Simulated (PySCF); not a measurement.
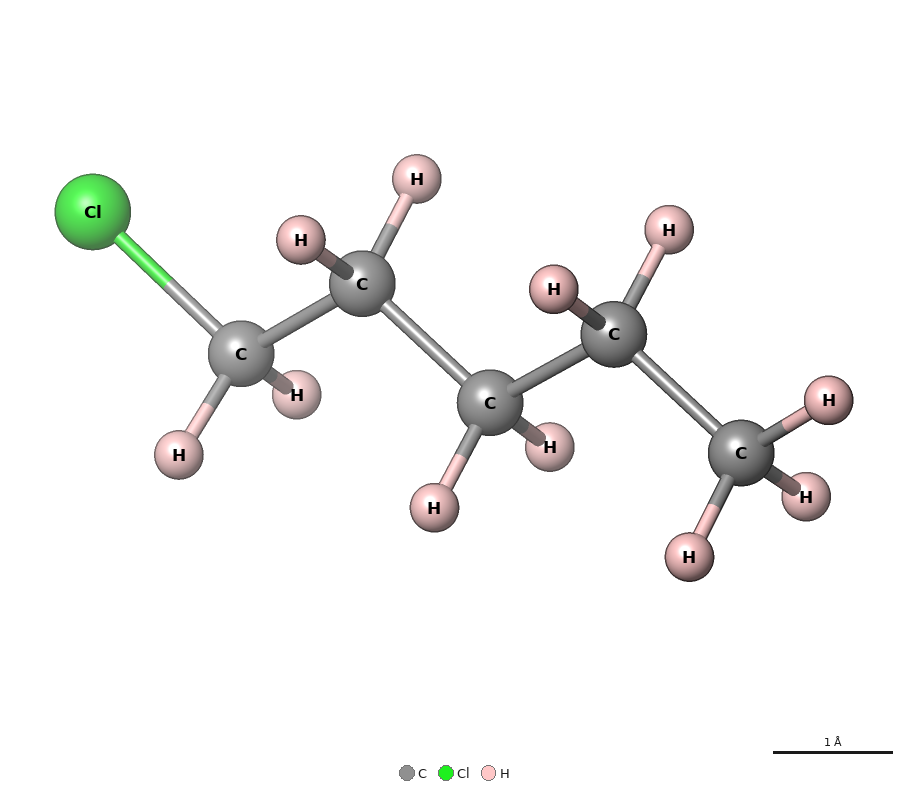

Atoms fade into the background with distance from the viewer. The computed structure is the end point of a PBE0-D3(BJ)/def2-SVP optimisation. No frequency run is at hand to confirm it as a minimum. Masses are those of the most abundant isotopes; constants are for the rigid equilibrium geometry.

Q: What kind of rotor is it, and what are its rotational constants in cm⁻¹?

A: An asymmetric top (Cs): A = 0.502, B = 0.0264, C = 0.0257 cm⁻¹. Ray's parameter κ is −1.00, close to the prolate limit.
